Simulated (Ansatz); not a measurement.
**SiH₄···PH₃: density, localisation and related maps**

| atom | x (Å) | y (Å) | z (Å) |
| --- | --- | --- | --- |
| Si | 0.8382 | -0.0631 | -0.3370 |
| H | 1.1414 | -0.0924 | 1.1226 |
| H | 2.0941 | 0.1848 | -1.1008 |
| H | -0.1380 | 1.0274 | -0.6197 |
| H | 0.2554 | -1.3716 | -0.7495 |
| P | -3.6825 | 0.1368 | 1.8028 |
| H | -3.4619 | -0.4763 | 0.5293 |
| H | -3.5741 | -1.1051 | 2.5053 |
| H | -2.2971 | 0.4475 | 1.9804 |

Method: RKS B3LYP/def2-SVP in Ansatz 0.2.0.

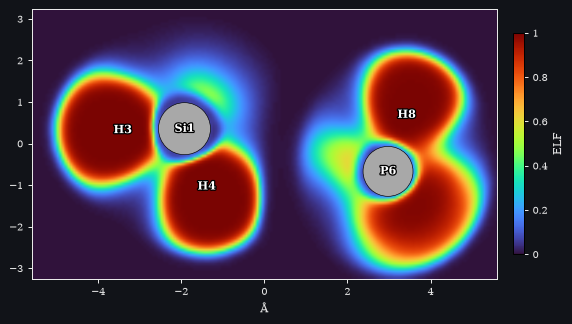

Figure 1. ELF on the plane of atoms H3, Si1 and H4. Grey discs cover the atomic cores.

**Interpret the plot.**

- Atoms in the plane: Si, H and P.
- P–H (1.43 Å): the ELF climbs to about 1 towards the hydrogen, as it does in any bond to H.
- Si–H (1.49 Å): the ELF climbs to about 1 towards the hydrogen.
- The ELF also peaks beside P6, away from the bonds: lone-pair regions.

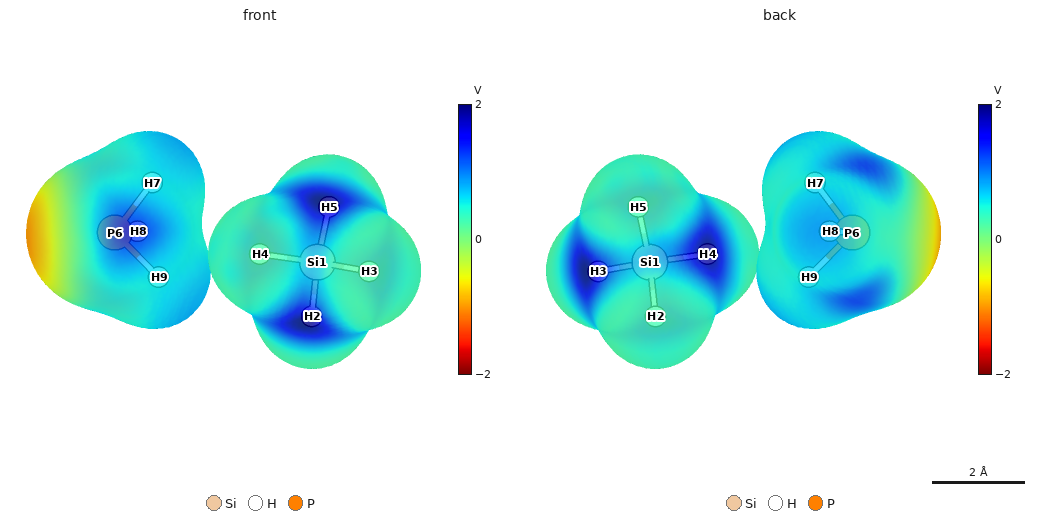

Figure 2. The molecular electrostatic potential painted on the density surface at 0.004 e/bohr³, seen from the front and from behind; red is negative and blue positive.

**Describe the electrostatic potential map.**

The most negative region (about −1.0 V) lies over P6, the most positive (about +1.9 V) over Si1.

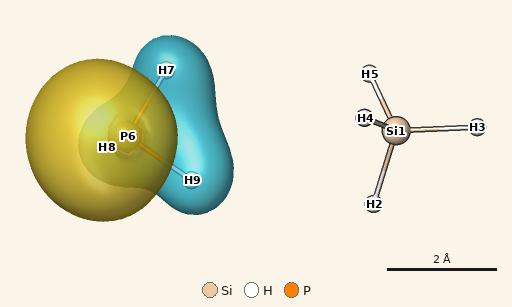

Figure 3. The HOMO at ±0.1 Å⁻³ᐟ² (yellow and cyan are the two phases), seen across its widest extent.

**What is the character of this orbital?**

It lies mainly on P6 (about 80 %), H8 (about 5 %), H7 (about 5 %) and H9 (about 5 %); largely a lone pair of P6. Its energy is −7.54 eV.
